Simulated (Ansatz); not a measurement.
# RPA@PBE0/cc-pVTZ run of AlNH3 (SMILES [NH2][AlH])

What is the electronic atomisation energy of AlNH3 at RPA@PBE0/cc-pVTZ? 

The calculation is run with Ansatz 0.2.0.

41 further runs of the same task are left out: 41 set aside as unsound or not needed.

### Step 1. The structure to begin with

The species is AlNH3 (5 atoms), meant as a doublet with charge 0. SMILES: `[NH2][AlH]`. The shape is that of a PBE0-D4/def2-TZVP optimisation. This is one conformer, not always the lowest.

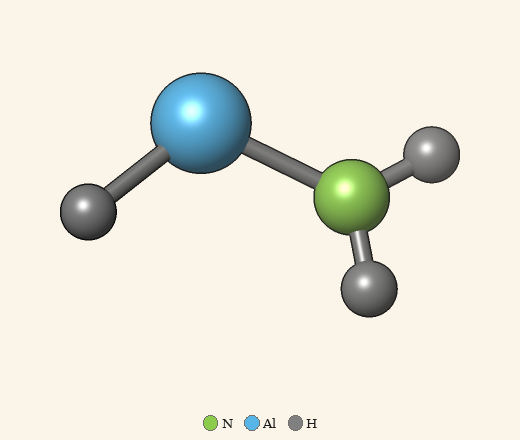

The structure, seen from a chosen angle (nitrogen green, aluminium blue, hydrogen grey).

### Step 2. The energy at RPA@PBE0/cc-pVTZ

The input, input.yaml:

```yaml
crystal:
  periodic: [false, false, false]
  atoms:
    - {symbol: N, position_ang: [-0.116600, -0.660800, 0.175100]}
    - {symbol: Al, position_ang: [0.836600, 0.833900, 0.120800]}
    - {symbol: H, position_ang: [0.148500, -1.505300, 0.655500]}
    - {symbol: H, position_ang: [-1.010300, -0.782800, -0.277400]}
    - {symbol: H, position_ang: [0.191800, 2.041400, -0.715400]}
basis:
  gaussian:
    orbitals: cc-pVTZ
magnetization:
  spin_polarized: true
  initial_magnetization: 1
hamiltonian:
  xc: {name: PBE0}
correlation:
  method: rpa
  frozen_orbitals: {Al: 5, H: 0, "N": 1}
accuracy: high
```

The run is started by

```sh
$ ansatz run input.yaml --threads 1 --pin off --max-ram 3480MiB --events-out events.jsonl --progress --plain --runs-dir runs
```

The program printed:

```text
Warning: RAYON_NUM_THREADS=1 ignored (pool sized by the plan → 1); use --threads N
Functional definition: PBE0
  name "PBE0"
  parameter a = 0.25
  parameter kappa = 0.804
  parameter beta = 0.06672455060314922
  exchange = (1 - a)*pbe_x(kappa = kappa, mu = beta*pi^2/3) + a*exact_x
  correlation = pbe_c(beta = beta)
1796 factors; integrals over basis functions are off by at most 2.9e-9 eV
mean field evaluation 1: about -8123.6607 eV, gradient 4.4e1 eV
mean field evaluation 2: about -8123.6778 eV, gradient 4.4e1 eV
mean field evaluation 4: about -8130.7164 eV, gradient 9.1e0 eV
mean field evaluation 8: about -8131.2535 eV, gradient 6.5e-2 eV
mean field evaluation 16: about -8131.2535 eV, gradient 6.1e-5 eV
mean field evaluation 32: about -8089.5376 eV, gradient 3.1e1 eV
mean field -8131.25352444 eV, -298.8180554614 hartree, gradient 9.7e-8 eV, S^2 0.752932; 0 other end points of the search recorded, 0 dependent functions left out
6 core orbitals not correlated: weight in the atoms' cores, before any rotation towards them, 1.000 or more for the frozen orbitals, at most 0.000 for the correlated occupied ones
reference -8112.59003256 eV, -298.1321847856 hartree; 6, 5 occupied and 94, 95 virtual orbitals, 1796 factors
Total energy: -8124.78665491 eV, -298.5804023899 hartree
```

Run time: 8.7 s. Hardware: 1 thread of Intel Xeon 6975P-C (Granite Rapids), shared host; peak memory 0.45 GiB.

### Step 3. The Al atom

The input, molecule.yaml:

```yaml
basis:
  gaussian:
    orbitals: cc-pVTZ
crystal:
  periodic: [false, false, false]
  atoms:
    - {symbol: Al, position_ang: [0.000000, 0.000000, 0.000000]}
total_charge: 0
magnetization:
  spin_polarized: true
  initial_magnetization: 1
hamiltonian:
  xc: {name: PBE0}
correlation:
  method: rpa
  frozen_orbitals: {Al: 5}
accuracy: high
```

Run the same way, it converges to -241.96222 Eh (log not shown).

### Step 4. The H atom at the same level

The input, job.yaml:

```yaml
crystal:
  periodic: [false, false, false]
  atoms:
    - {symbol: H, position_ang: [0.000000, 0.000000, 0.000000]}
basis:
  gaussian:
    orbitals: cc-pVTZ
magnetization:
  spin_polarized: true
  initial_magnetization: 1
accuracy: high
hamiltonian:
  xc: pbe0
correlation:
  method: rpa
  frozen_orbitals: {H: 0}
```

Run the same way, it converges to -0.51611 Eh (log not shown).

### Step 5. The N atom, same level

The input, input.yaml:

```yaml
crystal:
  periodic: [false, false, false]
  atoms:
    - {symbol: "N", position_ang: [0.000000, 0.000000, 0.000000]}
basis:
  gaussian: {orbitals: cc-pVTZ}
magnetization: {spin_polarized: true, initial_magnetization: 3}
hamiltonian: {xc: pbe0}
correlation: {method: rpa, frozen_orbitals: {"N": 1}}
accuracy: high
```

The run is started by

```sh
$ ansatz run input.yaml --threads 1 --pin off --max-ram 3480MiB --events-out events.jsonl --progress --plain --runs-dir runs
```

The program printed, cut to the lines that bear on the results:

```text
Warning: RAYON_NUM_THREADS=1 ignored (pool sized by the plan → 1); use --threads N
[... 7 set-up lines as earlier in the session ...]
299 factors; integrals over basis functions are off by at most 2.3e-9 eV
mean field evaluation 1: about -1484.0299 eV, gradient 5.8e0 eV
mean field evaluation 2: about -1484.0302 eV, gradient 5.8e0 eV
mean field evaluation 4: about -1484.1526 eV, gradient 1.4e-1 eV
mean field evaluation 8: about -1484.1526 eV, gradient 3.4e-5 eV
mean field -1484.15258776 eV, -54.5416016053 hartree, gradient 8.2e-8 eV, S^2 3.752385; 0 other end points of the search recorded, 0 dependent functions left out
1 core orbitals not correlated: weight in the atoms' cores, before any rotation towards them, 1.000 or more for the frozen orbitals, at most 0.000 for the correlated occupied ones
reference -1480.26232643 eV, -54.3986371383 hartree; 4, 1 occupied and 25, 28 virtual orbitals, 299 factors
Total energy: -1485.08298721 eV, -54.5757931546 hartree
```

Run time: 0.34 s. Hardware: 1 thread of Intel Xeon 6975P-C (Granite Rapids), shared host.

### Step 6. Outcome

Level: RPA@PBE0/cc-pVTZ, 6 core orbitals frozen.

| quantity | value |
| --- | --- |
| molecule: total energy | -298.58040 Eh |
| molecule: RPA correlation energy (valence) | -448.2 mEh |
| molecule: ⟨S²⟩ of the reference determinant | 0.753 |
| Al atom: total energy | -241.96222 Eh |
| Al atom: RPA correlation energy (valence) | -86.1 mEh |
| Al atom: ⟨S²⟩ of the reference determinant | 0.757 |
| H atom: total energy | -0.51611 Eh |
| H atom: RPA correlation energy | -16.5 mEh |
| H atom: ⟨S²⟩ of the reference determinant | 0.750 |
| N atom: total energy | -54.57579 Eh |
| N atom: RPA correlation energy (valence) | -177.2 mEh |
| N atom: ⟨S²⟩ of the reference determinant | 3.752 |
| electronic atomisation energy | 13.444 eV |

Taking the molecule apart into free atoms costs 13.44 eV (310 kcal/mol), before zero-point energy and without spin-orbit coupling.
